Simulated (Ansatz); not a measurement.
## Electronic structure of Al2BrH3 in real space

| atom | x (Å) | y (Å) | z (Å) |
| --- | --- | --- | --- |
| Al | -1.0259 | 0.4530 | -0.7913 |
| Al | 1.0331 | -0.1623 | 0.6829 |
| Br | 1.0503 | -2.2970 | 1.5212 |
| H | -2.1850 | -0.6221 | -1.0696 |
| H | -1.1794 | 1.9129 | -1.4479 |
| H | 2.3069 | 0.7155 | 1.1048 |

All numbers below come from RKS PBE-D4/def2-SVP (Ansatz).

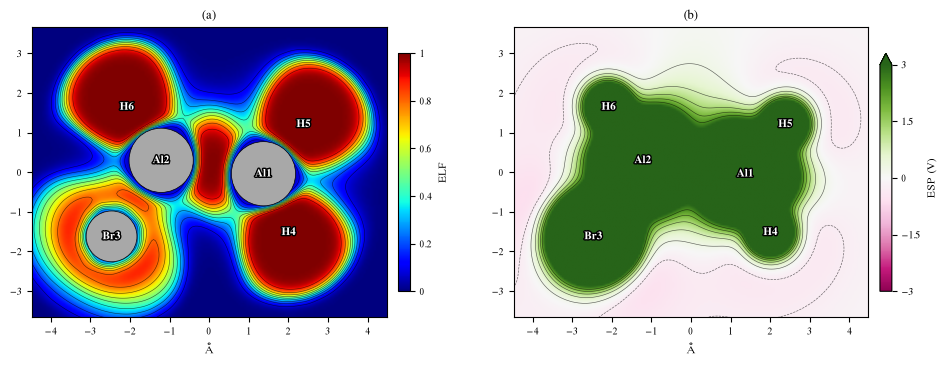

Figure 1. (a) electron localisation function; (b) molecular electrostatic potential on the molecular plane. Grey discs cover the atomic cores in the ELF map.

Question: Interpret the plot.

Answer:
- The section cuts through Al, Br and H sites.
- Al–Br (2.29 Å): the ELF peaks at about 0.85 in the valence shell of Br, 1.1 Å from its nucleus, and is about 0.85 at the midpoint.
- Al–Al (2.61 Å): the ELF peaks at about 1 between the atoms (a shared electron pair).
- Al–H (1.60 Å): the ELF climbs to about 1 towards the hydrogen.
- The ELF also peaks beside Br3, away from the bonds: lone-pair regions.
- Outside the dense part of the molecule the potential is most negative (−0.6 V) near Br3.

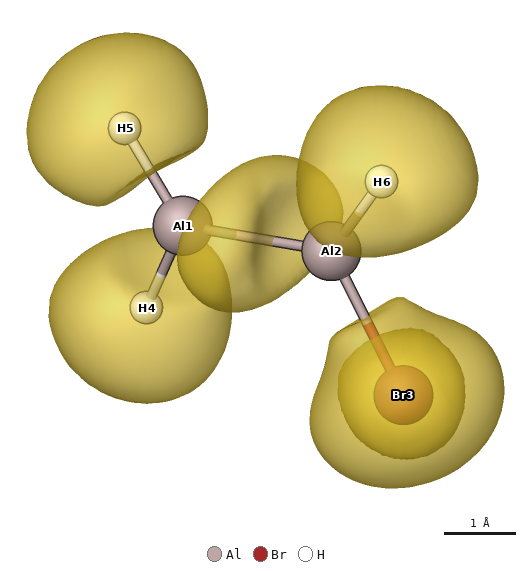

Figure 2. Isosurface of the ELF at 0.75 (yellow), seen at an oblique angle. Core shells and regions of very low density are left out.

Question: Describe the localisation domains.

Answer: The ELF exceeds this value in one region between bonded Al–Al atoms (shared pairs), three regions around hydrogen nuclei and one region on Br in which the atom's valence shell and bonds are merged.

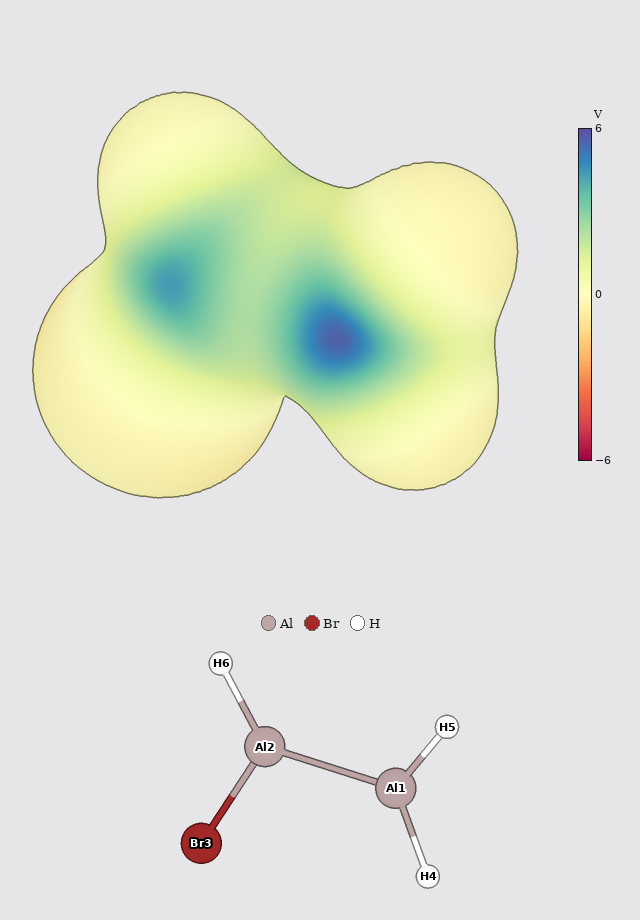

Figure 3. The electrostatic potential painted on the density surface at 0.004 e/bohr³, seen at a tilt; red is negative and blue positive. The bare structure is drawn below in the same view.

Question: Where is the surface potential most negative and most positive?

Answer: The most negative region (about −0.6 V) lies over Br3, the most positive (about +5.3 V) over Al1. Br3 shows a σ-hole: about +0.2 V at the tip opposite its bond, against about −0.4 V on its flanks.
